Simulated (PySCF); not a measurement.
**CH6B2O2: geometry, spin-spin couplings**

Wanted: the spin-spin couplings of CH6B2O2 (`BOBOC`), by calculation.

The runs use PySCF 2.14.0, with density-fitted response routines of our own; the level of theory stands in each step. All values are computed, except where a source is named. Atoms are numbered from 0 throughout.

## 1. The molecule as given

11 atoms, charge 0, multiplicity 1; geometry from: GFN2-xTB. The atoms were then displaced at random by about 0.01 Å, so the start is not that level's minimum.

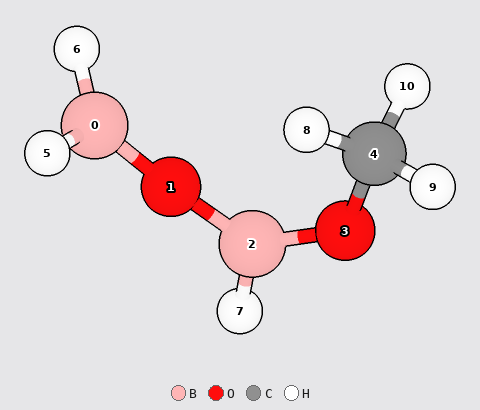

The starting geometry (boron pink, oxygen red, carbon grey, hydrogen white), atoms numbered.

## 2. Geometry optimisation at PBE0-D3(BJ)/def2-SVP

Job settings and geometry (Å):

```
{"job": {"xc": "PBE0", "basis": "def2-SVP", "d3": "d3bj", "grid": 1, "shake": 0.01, "kind": "geom"}, "charge": 0, "multiplicity": 1}
B      2.030250    -0.397600     0.216560
O      1.050180     0.306230    -0.349050
B      0.004150     0.951450    -0.872780
O     -1.226010     0.689170    -0.541360
C     -1.640760    -0.320610     0.370290
H      2.482760     0.015720     1.222530
H      2.406770    -1.367360    -0.298490
H      0.197300     1.820710    -1.652300
H     -0.831550    -0.551920     1.095140
H     -2.504750     0.050740     0.947760
H     -1.930220    -1.222370    -0.153970
```

On the command line:

```bash
> OMP_NUM_THREADS=1 python probes_run.py task.json out
```

One launch serves the whole session: the jobs run in the order shown.

The log of the run:

```text
step   0  E = -241.50429995  max force = 0.052951
step   1  E = -241.50860723  max force = 0.022403
step   2  E = -241.50890637  max force = 0.012905
step   3  E = -241.50928059  max force = 0.009374
step   4  E = -241.50960224  max force = 0.001521
step   5  E = -241.50961821  max force = 0.000767
step   6  E = -241.50963151  max force = 0.000761
step   7  E = -241.50964609  max force = 0.001480
step   8  E = -241.50966759  max force = 0.001952
step   9  E = -241.50968496  max force = 0.001291
step  10  E = -241.50969247  max force = 0.000238
optimisation converged
```

It took 21 s on 1 thread of Intel Xeon 6975P-C, shared host; peak memory 0.41 GiB.

Along the way:

| step | energy from step 0 (eV) | largest force component (eV/Å) |
| --- | --- | --- |
| 0 | 0.0000 | 2.7229 |
| 1 | -0.1172 | 1.1520 |
| 2 | -0.1253 | 0.6636 |
| 3 | -0.1355 | 0.4820 |
| 4 | -0.1443 | 0.0782 |
| 5 | -0.1447 | 0.0394 |
| 6 | -0.1451 | 0.0391 |
| 7 | -0.1455 | 0.0761 |
| 8 | -0.1461 | 0.1004 |
| 9 | -0.1465 | 0.0664 |
| 10 | -0.1467 | 0.0122 |

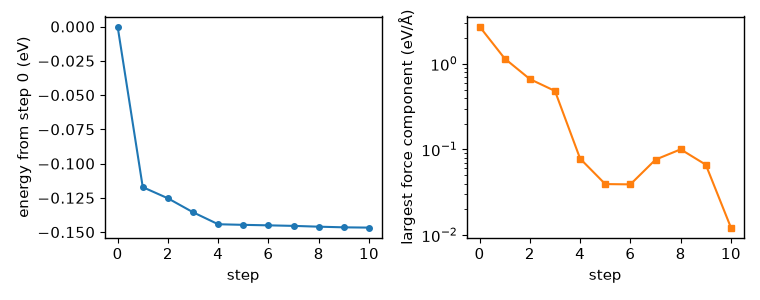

Energy and largest force along the relaxation.

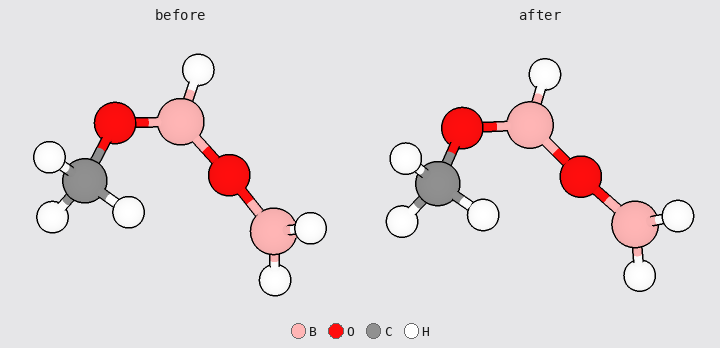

The geometry before (left) and after (right).

Distances of close pairs at the start and the end, largest changes first:

| bond | before (Å) | after (Å) | change (Å) |
| --- | --- | --- | --- |
| B0–H6 | 1.161 | 1.212 | +0.052 |
| B2–O3 | 1.301 | 1.347 | +0.047 |
| B0–H5 | 1.178 | 1.212 | +0.034 |
| B2–H7 | 1.183 | 1.205 | +0.022 |
| C4–H10 | 1.083 | 1.102 | +0.019 |
| O3–C4 | 1.422 | 1.404 | -0.018 |
| O1–B2 | 1.336 | 1.352 | +0.016 |
| C4–H8 | 1.111 | 1.101 | -0.009 |

The final coordinates are the input of the step that follows.

| at the end point | value |
| --- | --- |
| point group (found at 0.08 Å tolerance) | C1 |
| rotational constants (GHz, main isotopes) | 12.091, 3.225, 2.649 |
| dipole moment (D) | 1.46 |

## 3. Spin-spin couplings: B3LYP/6-31G*

Job settings and geometry (Å):

```
{"job": {"kind": "j", "xc": "B3LYP", "basis": "6-31G*"}, "charge": 0, "multiplicity": 1}
B      1.758159    -0.581538     0.413118
O      0.627073    -0.055459    -0.056352
B     -0.438959     0.532695    -0.644572
O     -1.702454     0.235397    -0.283457
C     -2.041715    -0.691030     0.715918
H      2.300307    -0.056077     1.361654
H      2.203175    -1.581409    -0.108413
H     -0.270360     1.351617    -1.512738
H     -1.193269    -0.925066     1.377978
H     -2.859048    -0.273079     1.321801
H     -2.397138    -1.626688     0.255658
```

Level: B3LYP/6-31G* indirect spin-spin coupling, non-relativistic, gas phase.

The log of the run:

```text
coarse grid: 9152 points
cycle   1  E = -241.8911283234  dE =  4.782e-01  |g| = 8.150e-01  |ddm| = 2.923e+00
cycle   2  E = -241.6587227280  dE =  2.324e-01  |g| = 1.367e+00  |ddm| = 1.514e+00
cycle   3  E = -242.0143220084  dE = -3.556e-01  |g| = 7.611e-02  |ddm| = 1.022e+00
cycle   4  E = -242.0151280646  dE = -8.061e-04  |g| = 5.167e-02  |ddm| = 8.468e-02
cycle   5  E = -242.0156089681  dE = -4.809e-04  |g| = 1.435e-02  |ddm| = 4.014e-02
cycle   6  E = -242.0156477987  dE = -3.883e-05  |g| = 2.818e-03  |ddm| = 1.107e-02
cycle   7  E = -242.0156497084  dE = -1.910e-06  |g| = 4.089e-04  |ddm| = 2.416e-03
final grid: 88272 points
cycle   8  E = -241.9789268056  dE = -1.571e-05  |g| = 3.805e-03  |ddm| = 1.418e-02
cycle   9  E = -241.9789257379  dE =  1.068e-06  |g| = 4.398e-03  |ddm| = 6.747e-03
cycle  10  E = -241.9789305758  dE = -4.838e-06  |g| = 1.923e-04  |ddm| = 3.439e-03
cycle  11  E = -241.9789305857  dE = -9.866e-09  |g| = 5.063e-05  |ddm| = 2.339e-04
cycle  12  E = -241.9789305861  dE = -3.851e-10  |g| = 3.407e-05  |ddm| = 5.197e-05
cycle  13  E = -241.9789305863  dE = -2.073e-10  |g| = 4.100e-06  |ddm| = 2.538e-05
converged SCF energy = -241.9789305863

Indirect spin-spin couplings (Hz)
  i      j    bonds     total        FC       PSO       DSO        SD
  0 B    1 O    1    -31.608   -36.494     5.199    -0.098    -0.216
  0 B    2 B    2      3.024     3.195     0.092    -0.331     0.067
  0 B    3 O    3      0.100    -0.013     0.023     0.071     0.020
  0 B    5 H    1    164.071   164.048    -1.097     0.686     0.433
  0 B    6 H    1    163.995   163.974    -1.099     0.687     0.433
  0 B    7 H    3      1.546     1.767     0.307    -0.548     0.021
  0 B    9 H    5     -0.185    -0.044     0.214    -0.361     0.006
  0 B   10 H    5     -0.160    -0.064     0.136    -0.240     0.007
  1 O    2 B    1    -35.129   -38.137     3.365    -0.163    -0.194
  1 O    4 C    3     -2.580    -2.723     0.148    -0.005         -
  1 O    5 H    2     -4.961    -5.884     0.802     0.122         -
  1 O    6 H    2     -4.589    -5.512     0.801     0.123         -
  1 O    7 H    2    -12.990   -13.453     0.367     0.096         -
  1 O    9 H    4      0.254     0.121    -0.031     0.164         -
  2 B    3 O    1    -13.634   -17.460     4.190    -0.151    -0.213
  2 B    4 C    2     -2.316    -2.148    -0.044    -0.118    -0.007
  2 B    5 H    3      1.188     1.372     0.280    -0.484     0.020
  2 B    6 H    3      1.034     1.213     0.268    -0.466     0.019
  2 B    7 H    1    198.501   197.924    -1.061     1.268     0.369
  2 B    8 H    3      3.928     4.198    -0.194    -0.048    -0.028
  2 B    9 H    3      4.785     5.050     0.437    -0.708     0.006
  2 B   10 H    3      1.611     1.868     0.258    -0.509    -0.006
  3 O    4 C    1      7.911     8.960    -0.936    -0.113         -
  3 O    7 H    2    -23.984   -24.438     0.370     0.085         -
  3 O    8 H    2     -1.176    -0.735    -0.588     0.146         -
  3 O    9 H    2     -7.767    -7.300    -0.578     0.112         -
  3 O   10 H    2     -4.246    -3.746    -0.623     0.124         -
  4 C    7 H    3      4.618     4.863     0.281    -0.526         -
  4 C    8 H    1    149.678   148.623     0.244     0.811         -
  4 C    9 H    1    154.632   153.666     0.230     0.735         -
  4 C   10 H    1    153.236   152.250     0.237     0.749         -
  5 H    6 H    2     18.629    19.652     0.856    -1.879         -
  5 H    7 H    4     -1.484    -1.032     0.563    -1.015         -
  5 H    8 H    6      0.189     0.071    -0.230     0.348         -
  5 H    9 H    6     -0.286     0.014     0.363    -0.663         -
  5 H   10 H    6     -0.152     0.201     0.446    -0.799         -
  6 H    7 H    4     -1.501    -1.054     0.550    -0.998         -
  6 H    9 H    6     -0.269     0.135     0.549    -0.953         -
  7 H    8 H    4     -1.267    -0.535     0.924    -1.657         -
  7 H    9 H    4     -1.416    -0.775     0.986    -1.627         -
  7 H   10 H    4     -1.697    -1.058     0.931    -1.570         -
  8 H    9 H    2    -12.924   -11.754     1.157    -2.327         -
  8 H   10 H    2    -13.099   -11.970     1.132    -2.260         -
  9 H   10 H    2    -14.206   -13.042     1.283    -2.448         -
```

Run time: 3.9 s. Hardware: 1 thread of Intel Xeon 6975P-C, shared host; peak memory 0.46 GiB.

The basis is not made for couplings: without tight functions at the nuclei these values are rough.

Couplings of 1 Hz or more over one to four bonds, nine at most for each number, with means over like pairs (isotopes 11B, 13C, 1H, 17O):

| pair | bonds | J (Hz) | Fermi contact (Hz) | dihedral (°) |
| --- | --- | --- | --- | --- |
| B2–H7 | 1 | 198.5 | 197.9 | – |
| B0–H5 | 1 | 164.0 | 164.0 | – |
| C4–H8 | 1 | 152.5 | 151.5 | – |
| O1–B2 | 1 | -35.1 | -38.1 | – |
| B0–O1 | 1 | -31.6 | -36.5 | – |
| B2–O3 | 1 | -13.6 | -17.5 | – |
| O3–C4 | 1 | 7.9 | 9.0 | – |
| O3–H7 | 2 | -24.0 | -24.4 | – |
| H5–H6 | 2 | 18.6 | 19.7 | – |
| H8–H9 | 2 | -13.4 | -12.3 | – |
| O1–H7 | 2 | -13.0 | -13.5 | – |
| O1–H5 | 2 | -4.8 | -5.7 | – |
| O3–H8 | 2 | -4.4 | -3.9 | – |
| B0–B2 | 2 | 3.0 | 3.2 | – |
| B2–C4 | 2 | -2.3 | -2.1 | – |
| C4–H7 | 3 | 4.6 | 4.9 | -180 |
| B2–H8 | 3 | 3.4 | 3.7 | – |
| O1–C4 | 3 | -2.6 | -2.7 | 0 |
| B0–H7 | 3 | 1.5 | 1.8 | – |
| B2–H5 | 3 | 1.1 | 1.3 | – |
| H5–H7 | 4 | -1.5 | -1.0 | – |
| H7–H8 | 4 | -1.5 | -0.8 | – |

Means hide unlike values in this fixed geometry: O3–H8 from -7.8 to -1.2 Hz. They hold only if the pairs exchange fast.

The spin-dipole term was solved for some atoms only; pairs without it lack that part.

The response was solved for the nuclei of B, C, H alone, so couplings that need other nuclei can be missing.

Quadrupole couplings from the field gradients of the same density:

| atom | isotope | eQq/h (MHz) | η |
| --- | --- | --- | --- |
| O3 | 17O | -8.632 | 0.04 |
| O1 | 17O | -5.276 | 0.56 |
| B0 | 11B | 4.032 | 0.43 |
| B2 | 11B | 2.767 | 0.66 |

## 4. Summary of results

| quantity | value |
| --- | --- |
| point group | C1 |
| rotational constants (main isotopes) | 12.09, 3.23, 2.65 GHz |
| largest coupling of the table (B3LYP/6-31G*) | 1J(B,H) B2–H7, 198.5 Hz |

**Reading.** The start of the PBE0/def2-SVP relaxation was shaken at random by about 0.01 Å, so part of the energy gained, and of the first lengths quoted, undoes that. The optimisation took 10 steps and gained 0.147 eV; among the close pairs (by a distance rule), B0–H6 changed most, from 1.161 to 1.212 Å. No frequency check was run at this level, so the end point may be a saddle. In the run at B3LYP/6-31G*, the largest coupling of the table is B2–H7, 198.5 Hz, of which the Fermi-contact term gives 197.9 Hz. Couplings across rotatable bonds belong to this one conformer; where others are populated, the observed values are averages. Couplings from bases without tight functions are rough.
